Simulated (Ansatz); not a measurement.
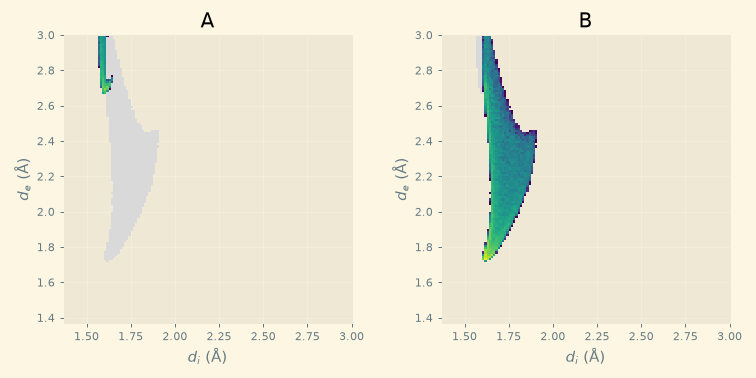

Fingerprint plots of the Hirshfeld surface computed for the H$_{2}$ molecule in RbH2 in space group Pmmn, each panel colouring one kind of contact over the whole plot in grey. The kinds are H···H, H···Rb, in shuffled order.

The surface is where the fragment's share of the procrystal density (the sum of the densities of spherically averaged neutral Hartree-Fock atoms) equals one half. d_i and d_e are the distances from the surface to the nearest nucleus inside and outside. Van der Waals radii (Alvarez): Rb 3.21 Å, H 1.20 Å. From Rb on the atoms have core potentials, so only their outer electrons count. X–H bonds are as in the structure, not normalised.

Source of the atomic positions: the end point of a relaxation with DFT PBE, scalar-relativistic, plane waves, PAW in Ansatz 0.2.0; the starting structure was generated, so it need not be a known form of this composition.

```
Rb H
1.0
     4.65885    0.00000    0.00000
     0.00000    4.78580    0.00000
     0.00000    0.00000   11.77387
Rb H
2 4
Direct
  0.50000 0.50000 0.83511
  0.00000 0.00000 0.16489
  0.00000 0.50000 0.53149
  0.50000 0.00000 0.46851
  0.00000 0.50000 0.46733
  0.50000 0.00000 0.53267
```

> Which panel shows which contact, and what share of the surface does each take?

A: H···Rb, 13 % of the area, smallest d_i + d_e about 4.3 Å. B: H···H, 87 % of the area, smallest d_i + d_e about 3.3 Å.

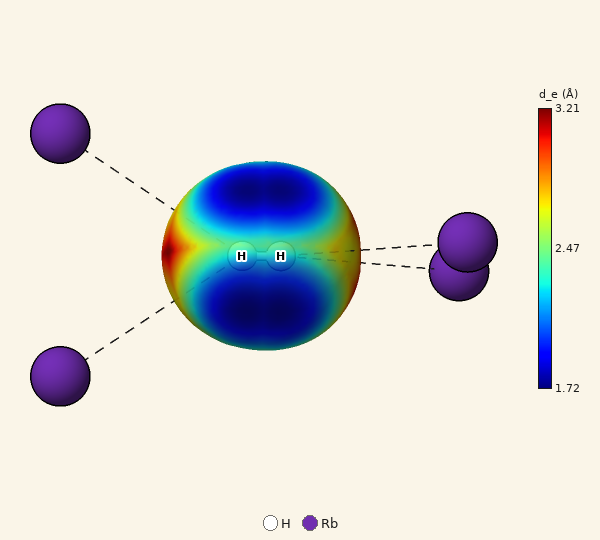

Hirshfeld surface computed for the H$_{2}$ molecule in RbH2 (Pmmn, No. 59), coloured by d_e. Dashed lines lead to the closest neighbours outside.
